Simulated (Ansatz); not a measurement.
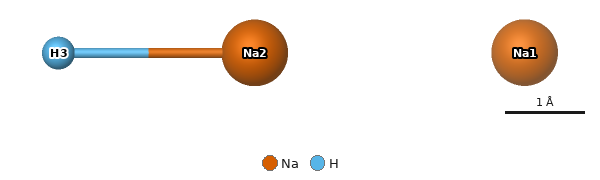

**Figure 1.** The structure as given in the input (ball-and-stick view, seen on its broad side; atoms are numbered from 1 in the order of the input). Sticks mark near contacts.

# Two runs on Na$_{2}$H

System: Na$_{2}$H, charge +1.
Method of run 1: RHF/aug-cc-pVTZ (Ansatz 0.2.0).

Text and figures count atoms from 1; the logs count them from 0 in places.

**Input, run 1**
```yaml
crystal:
  periodic: [false, false, false]
  atoms:
    - { symbol: Na, position_ang: [-3.468, 0.0, 0.0] }
    - { symbol: Na, position_ang: [0.0, 0.0, 0.0] }
    - { symbol: H, position_ang: [2.523, 0.0, 0.0] }
total_charge: 1
basis:
  gaussian: { orbitals: aug-cc-pVTZ }
hamiltonian:
  xc: hf
output:
  forces: true
```

Launched with:
```bash
ansatz run input.yaml --threads 1 --pin off --max-ram 2560MiB --backend cpu --events-out ev --progress --plain --runs-dir out
```

Hardware: 1 thread of Arm Neoverse V1, 24 GiB of memory available, shared host.

**Output (run 1)**
```
Engine: ansatz 0.2.0, aarch64-unknown-linux-gnu
Functional definition: HF
  exchange = exact_x
  correlation = 0
836 factors; their error is unknown
mean field evaluation 1: about -8815.0994 eV, gradient 1.1e1 eV
mean field evaluation 2: about -8816.2279 eV, gradient 2.3e0 eV
mean field evaluation 4: about -8816.2878 eV, gradient 1.3e-1 eV
mean field evaluation 8: about -8816.6337 eV, gradient 1.4e-4 eV
mean field -8816.63371848 eV, -324.0053130251 hartree, gradient 6.0e-6 eV, S^2 0.000000; 0 other end points of the search recorded, 0 dependent functions left out
the calculation of the forces begins
reference -8816.63371848 eV, -324.0053130251 hartree; 11, 11 occupied and 112, 112 virtual orbitals, 836 factors
Total energy: -8816.63371848 eV, -324.0053130251 hartree
Atom 0 at    -3.468000     0.000000     0.000000 Å, force    -0.501581    -0.000000     0.000000 eV/Å
Atom 1 at     0.000000     0.000000     0.000000 Å, force     1.873549     0.000000    -0.000000 eV/Å
Atom 2 at     2.523000     0.000000     0.000000 Å, force    -1.371968     0.000000     0.000000 eV/Å
Dipole moment:    -2.882061     0.000000     0.000000 e Å
```

Run 2 used a changed input.

**The two runs side by side**

| quantity | run 1 | run 2 |
| --- | --- | --- |
| outcome | converged | converged |
| total energy (hartree) | −324.005313 | −324.018473 |
| largest force (eV/Å) | 1.874 | 1.630 |
| basis functions | 123 | 123 |
| wall time (shared host) | 1.2 s | 1.2 s |

Which change of the input explains these differences?

The change (lines with − go, lines with + come):
```diff
-    - { symbol: Na, position_ang: [-3.468, 0.0, 0.0] }
+    - { symbol: Na, position_ang: [-4.495, 0.0, 0.0] }
```

With the same method and basis, run 2 lies 8.3 kcal/mol lower. The largest force goes from 1.874 to 1.630 eV/Å.

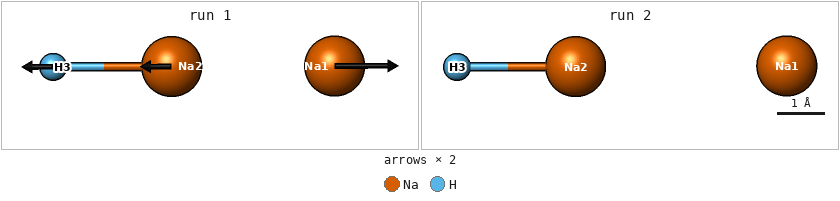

**Figure 2.** The two input geometries at one scale (ball-and-stick view, seen at a tilt). The black arrows on the first give the shifts of the atoms after the best rigid fit, magnified 2 times. The atom that moves furthest after the best rigid fit is Na1 (0.68 Å). Largest moves by element: Na 0.68 Å, H 0.34 Å.

**Output (run 2)**
```
Engine: ansatz 0.2.0, aarch64-unknown-linux-gnu
Functional definition: HF
  exchange = exact_x
  correlation = 0
836 factors; their error is unknown
mean field evaluation 1: about -8815.5827 eV, gradient 1.1e1 eV
mean field evaluation 2: about -8816.6336 eV, gradient 1.1e0 eV
mean field evaluation 4: about -8816.6446 eV, gradient 6.7e-2 eV
mean field evaluation 8: about -8816.9918 eV, gradient 2.1e-5 eV
mean field -8816.99181714 eV, -324.0184729081 hartree, gradient 2.1e-5 eV, S^2 0.000000; 0 other end points of the search recorded, 0 dependent functions left out
the calculation of the forces begins
reference -8816.99181714 eV, -324.0184729081 hartree; 11, 11 occupied and 112, 112 virtual orbitals, 836 factors
Total energy: -8816.99181714 eV, -324.0184729081 hartree
Atom 0 at    -4.495000     0.000000     0.000000 Å, force    -0.252232    -0.000000    -0.000000 eV/Å
Atom 1 at     0.000000     0.000000     0.000000 Å, force     1.629679     0.000000    -0.000000 eV/Å
Atom 2 at     2.523000     0.000000     0.000000 Å, force    -1.377448     0.000000     0.000000 eV/Å
Dipole moment:    -3.753037    -0.000000    -0.000000 e Å
```
